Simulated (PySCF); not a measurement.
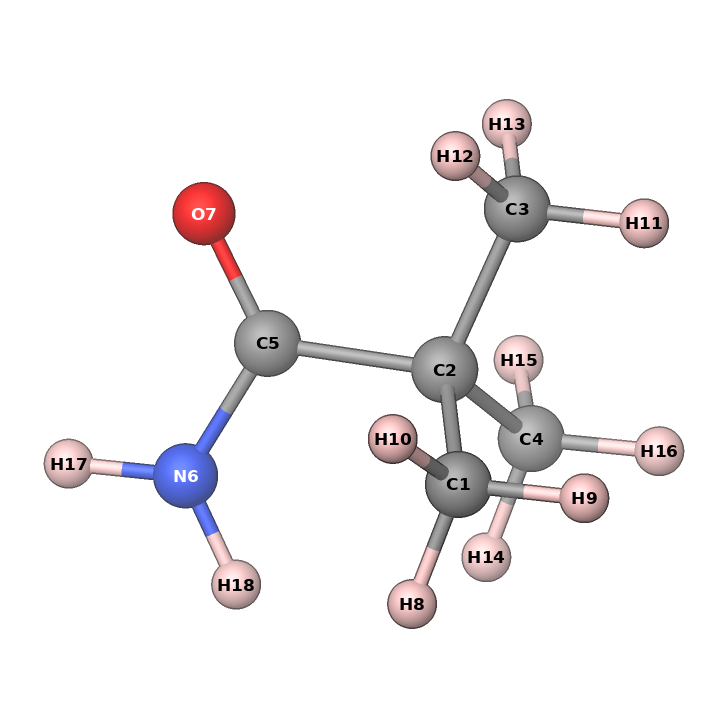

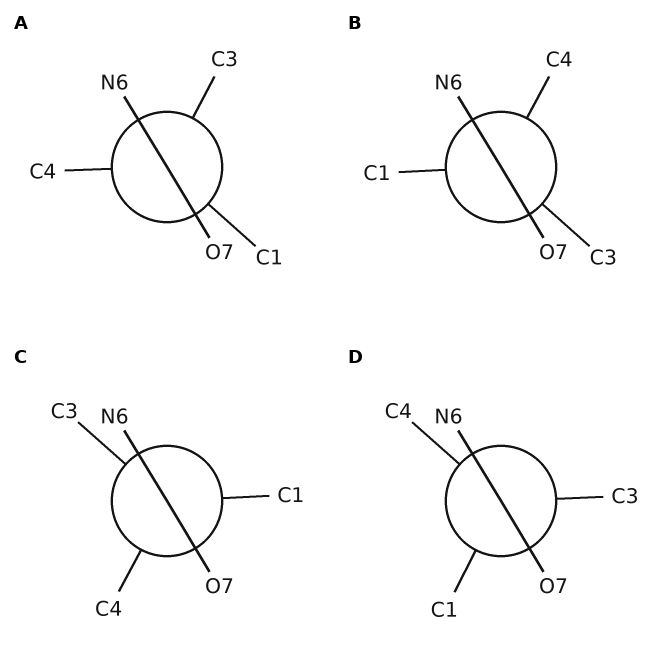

Atoms fade into the background with distance from the viewer. Bonds that would overlap in a projection are set slightly apart. The computed structure is the end point of a PBE0-D3(BJ)/def2-SVP optimisation. No frequency run is at hand to confirm it as a minimum.

**Which Newman projection shows the view along C5–C2, with C5 in front?**

B. The torsion angle O7–C5–C2–C1 is 118°, anticlinal.
